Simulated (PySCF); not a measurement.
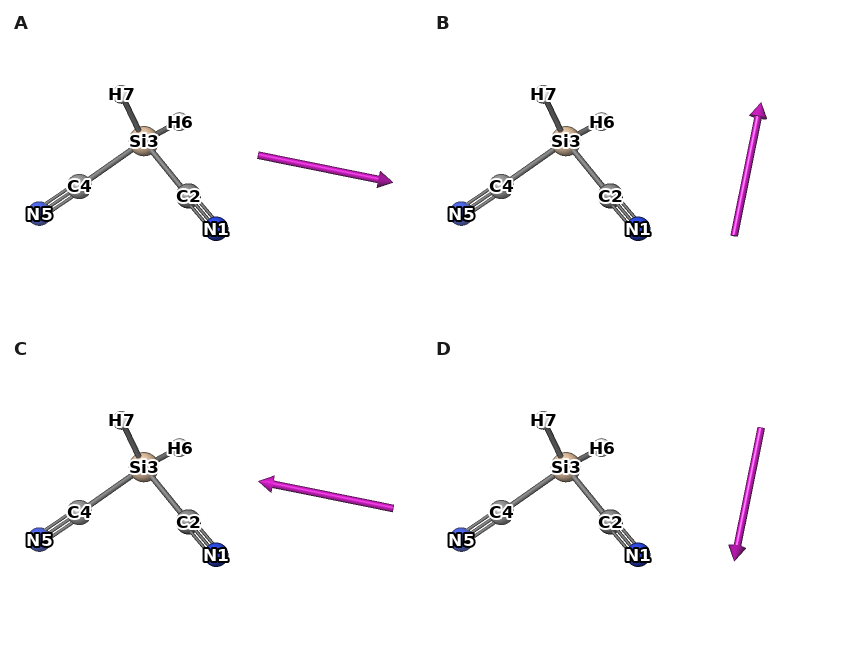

The same molecule four times, each with an arrow. The computed structure is the end point of a GFN2-xTB optimisation. No frequency run is at hand to confirm it as a minimum. Level of theory: CAM-B3LYP/def2-SVPD, gas phase (PySCF 2.14.0).

### Which arrow points along the dipole moment, from the negative to the positive end?

B. The dipole moment is 4.25 D; it points from the side of N1, N5 to the side of H6, H7 (the outermost atoms at the two ends).

The geometry is semi-empirical. Around Si such bond lengths and angles can be off by a tenth of an ångström or more and by several degrees, and values that hang on the shape move with them.
